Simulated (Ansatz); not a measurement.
A series of calculations on BH₃O₂ClF

**1. Relaxation**

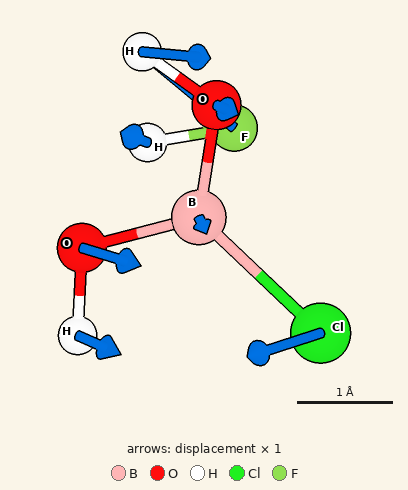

This is a relaxation of BH$_{3}$O$_{2}$ClF. The starting structure is drawn; blue arrows show the displacements, at their true length. The two geometries are superimposed by the best rigid fit.

Style: ball-and-stick. Shown from a free direction.

The run prepares an end point of a later path (reaction) calculation, from a guessed geometry.

Level of theory: RKS CAM-B3LYP-D4/def2-SVP (Ansatz).

Input file:
```yaml
crystal:
  periodic: [false, false, false]
  atoms:
    - { symbol: B, position_ang: [-0.180377, -0.30347, -0.017794] }
    - { symbol: O, position_ang: [-0.062731, -0.492463, 1.350324] }
    - { symbol: H, position_ang: [-0.922147, -0.563427, 1.784762] }
    - { symbol: O, position_ang: [0.901733, -0.354695, -0.80453] }
    - { symbol: H, position_ang: [1.714508, -0.501088, -0.30803] }
    - { symbol: Cl, position_ang: [-1.783321, -0.161152, -0.753927] }
    - { symbol: F, position_ang: [0.230158, 2.096475, 0.655559] }
    - { symbol: H, position_ang: [0.446976, 1.650121, 1.436836] }
basis:
  gaussian: { orbitals: def2-SVP }
hamiltonian:
  xc: cam_b3lyp
  dispersion: d4
relax:
  f_tol: 0.03
  max_steps: 50
```

Run as
```bash
ansatz run input.yaml --threads 4 --pin off --max-ram 5120MiB --backend cpu --events-out ev --progress --plain --runs-dir out
```

### What did the optimiser do to the structure, and how much energy did it gain?

The largest moves after the best rigid fit, 1.45 Å, are those of Cl6 and F7. By element the largest moves are F 1.45 Å, Cl 1.44 Å, H 1.20 Å, O 0.83 Å, B 0.23 Å. Among the contacts that change: F7–H8 0.926 → 0.947 Å, O4–H5 0.964 → 0.978 Å, B1–O4 1.339 → 1.329 Å, B1–O2 1.386 → 1.379 Å. Among the angles between lasting bonds that change: B1–O2–H3 112.2° → 115.1°. The energy falls by 0.398 eV in 16 accepted moves (18 points after the start). The largest force component goes from 0.66 to 0.0082 eV/Å. The line search rejected the trial steps at points 4, 17 of the run. Cost: 24 s on 4 threads of Arm Neoverse V1, with other jobs on the host, peak memory 0.2 GiB.

Limits of the set-up: the start holds two separate molecules, 2.2 Å apart at their closest, whose relative position is a soft coordinate.

**2. Relaxation**

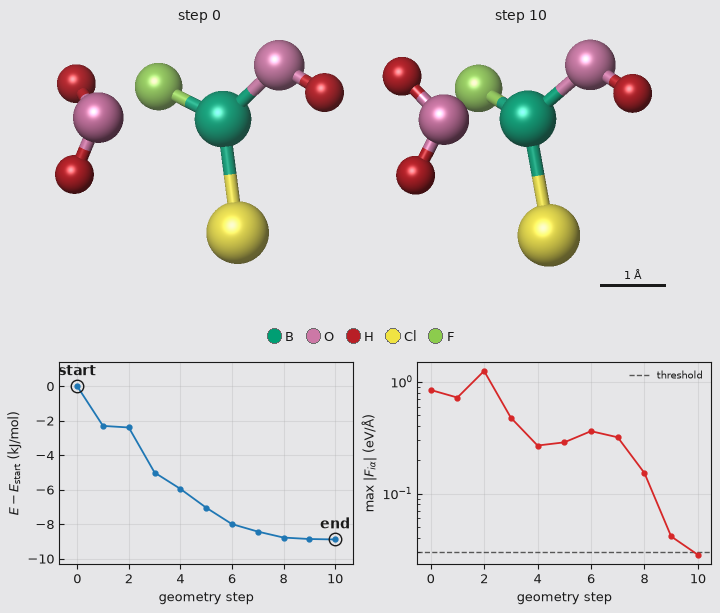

First and last geometry of a relaxation of BH3O2ClF, with the history of the run. The picture is a ball-and-stick view, seen at a tilt.

The run prepares an end point of a later path (reaction) calculation, from a guessed geometry.

The calculation used RKS CAM-B3LYP-D4/def2-SVP in Ansatz 0.2.0. Set-up: no spin polarisation; force threshold 0.03 eV/Å; at most 50 steps.

**Did the run converge, and what did it change?**

It converged. An O atom moves most after the best rigid fit: 0.48 Å. By element the largest moves are O 0.48 Å, H 0.38 Å, B 0.29 Å, Cl 0.21 Å, F 0.14 Å. Some distances before and after: B–O 2.605 → 1.842 Å, B–Cl 1.773 → 1.834 Å, B–O 1.334 → 1.360 Å, B–F 1.324 → 1.347 Å. Among the angles between lasting bonds that change: O–B–Cl 123.0° → 119.2°, H–O–H 103.4° → 106.8°, O–B–F 118.9° → 116.4°. Over 10 geometry steps the energy falls by 8.88 kJ/mol. The largest force component goes from 0.84 to 0.028 eV/Å. Cost: 14 s on 4 threads of Arm Neoverse V1, on a shared host, peak memory 0.2 GiB.

**3. Path**

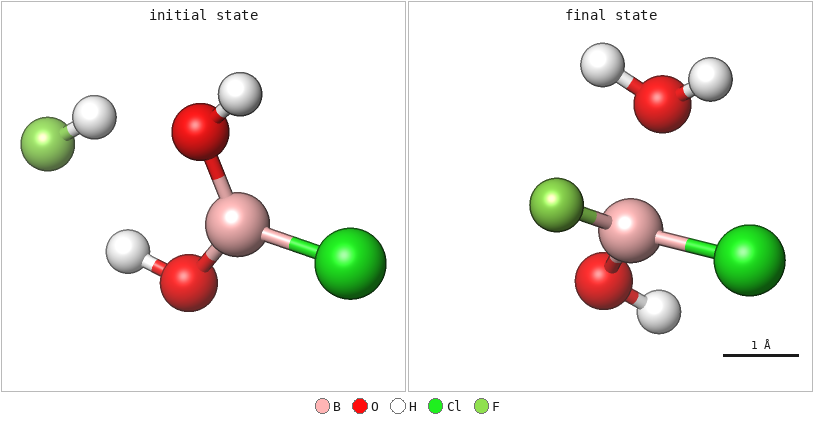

The two relaxed end points of a path for BH₃O₂ClF. A ball-and-stick model, seen from a free direction.

Computed with RKS CAM-B3LYP-D4/def2-SVP (Ansatz).

Set-up: 5 movable images; climbing image; force threshold 0.03 eV/Å; iteration limit 60.

Start:
```xyz
8

B    -0.3774   -0.3914   -0.0972
O    -0.5516    0.1487    1.1600
H    -1.3383   -0.1522    1.6292
O     0.6747   -0.0461   -0.8330
H     1.2473    0.5965   -0.3687
Cl   -1.5745   -1.5433   -0.7026
F     1.5336    1.5732    1.1179
H     0.7310    1.1847    1.4376
```

End:
```xyz
8

B     0.0546    0.4332   -0.1378
O    -0.0297   -0.0502    1.6375
H    -0.9714   -0.1982    1.8197
O     1.2894    0.0473   -0.5558
H     1.3196   -0.8595   -0.8751
Cl   -1.4161   -0.4948   -0.7195
F    -0.1337    1.7562    0.0337
H     0.2322    0.7363    2.1404
```

What barrier does the band find between them, and by what path?

Answer. The highest point, image 4, lies 1.04 eV above the start and 1.02 eV above the end; the end is at +0.02 eV relative to the start. Breaking: B1–O2 (1.38 → 1.51 at the top → 1.84 Å), F7–H8 (0.95 → 1.14 at the top → 2.37 Å). Forming: B1–F7 (3.00 → 1.68 at the top → 1.35 Å), O2–H8 (1.67 → 1.23 at the top → 0.97 Å). The band is converged. At the top, the vibrational analysis gives one imaginary mode (1003i cm⁻¹), as a transition state must have.

Energies of the converged images:

```tsv
image	path (Å)	E (eV)
0	0.00	0.000
1	0.87	0.086
2	1.73	0.241
3	2.60	0.306
4	3.46	1.039
5	6.06	0.135
6	8.67	0.023
```

The geometry at the top of the path:

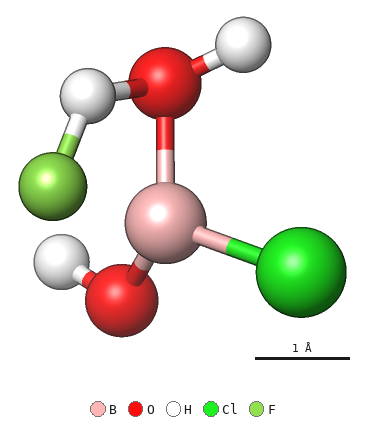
